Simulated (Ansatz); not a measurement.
```xyz
6

S    -0.4398    1.3182   -1.3650
Al    0.0316   -0.5796   -0.4245
S     0.4352   -0.8798    1.6862
Br    0.1065   -2.3808   -1.7427
H    -0.3606    2.0161   -0.1923
H     0.2692    0.4417    1.9923
```

These are results of Ansatz, UKS LDA/def2-SVP, not measurements.

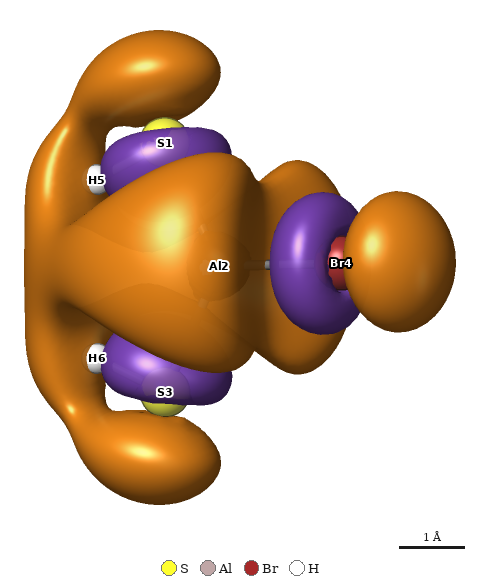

AlBrH2S2. The LUMO at ±0.06 Å⁻³ᐟ² (orange and purple are the two phases), seen at a tilt.

Describe this orbital and give its energy.

It lies mainly on Al2 (about 40 %), S1 (about 15 %), S3 (about 15 %) and Br4 (about 15 %); it is symmetric in the molecular plane (an in-plane orbital: σ, lone-pair or in-plane π type). Its energy is −1.71 eV.
